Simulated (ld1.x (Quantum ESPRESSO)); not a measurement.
| Item | Value |
| --- | --- |
| Element | hydrogen (H) |
| Generator | ld1.x (Quantum ESPRESSO) 7.5 |
| Type | ultrasoft |
| Functional | LDA (PZ) |
| Relativity | scalar-relativistic |
| Frozen core | none |
| Valence charge | 1 |
| Reference configuration | 1s1 |
| Partial waves | 1s (bound): rcut 0.90, rcutus 1.20 bohr; 1s channel at 0.7 Ry: rcut 0.90, rcutus 1.20 bohr |
| Local potential | all-electron potential smoothed inside 1.00 bohr (lloc = -1) |
| Core correction | none |
| Augmentation charge | built from norm-conserving waves at rcut, not smoothed further |

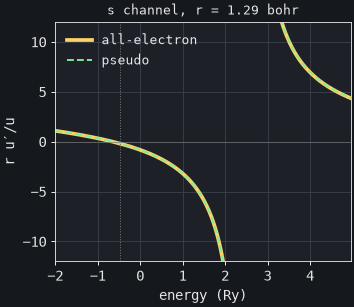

Logarithmic derivatives r u′/u at the test radius against energy, all-electron atom (solid) and pseudo-atom (dashed). Here u = r R(r). The dotted line marks the reference energy of the channel.

Question: Where are the poles, the energies at which the radial function vanishes at the test radius?

Answer: s: all-electron at 2.5 Ry, pseudo at 2.5 Ry.

Question: Does the potential have spurious states?

Answer: The plot shows none: pseudo and all-electron curves have the same branches in all channels drawn. The separate test gives: no ghost state below the valence levels in the s, p, d, f channels.

Question: At which energies does the logarithmic derivative pass through zero?

Answer: s: all-electron -0.6 Ry, pseudo -0.6 Ry.
